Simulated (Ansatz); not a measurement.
Response to strain in SiC

Start from SiC in the wurtzite structure (space group P6_3mc, No. 186).

```xyz
4
Lattice="3.0919 0.0000 0.0000 -1.5460 2.6777 0.0000 0.0000 0.0000 5.0742" Properties=species:S:1:pos:R:3 pbc="T T T"
Si     1.5460     0.8926     0.0026
Si     0.0000     1.7851     2.5397
C      1.5460     0.8926     3.1698
C      0.0000     1.7851     0.6327
```

Cartesian axes are those of the cell as printed.

Strains are applied to the cell and any free atomic positions relax; under biaxial strain the out-of-plane vector relaxes too.

Calculations: PBE in Ansatz (plane waves to 420 eV, PAW, no SOC), earlier PAW set.

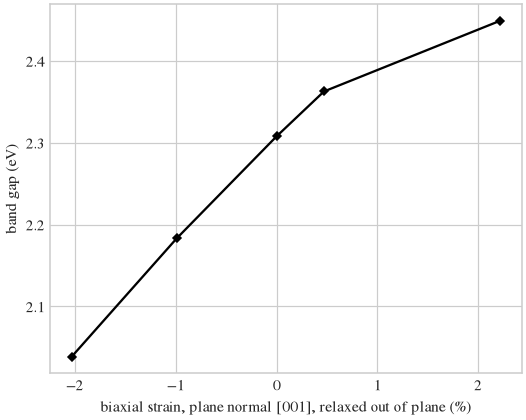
Band gap against biaxial strain, plane normal [001], relaxed out of plane

```json
[
 {"biaxial strain, plane normal [001], relaxed out of plane (%)": "-2.03", "band gap": "2.04 eV"},
 {"biaxial strain, plane normal [001], relaxed out of plane (%)": "-0.99", "band gap": "2.18 eV"},
 {"biaxial strain, plane normal [001], relaxed out of plane (%)": "0.47", "band gap": "2.36 eV"},
 {"biaxial strain, plane normal [001], relaxed out of plane (%)": "2.22", "band gap": "2.45 eV"}
]
```

Whether these cells are dynamically stable was not tested.

Ansatz is a quantum-chemistry and plane-wave program.
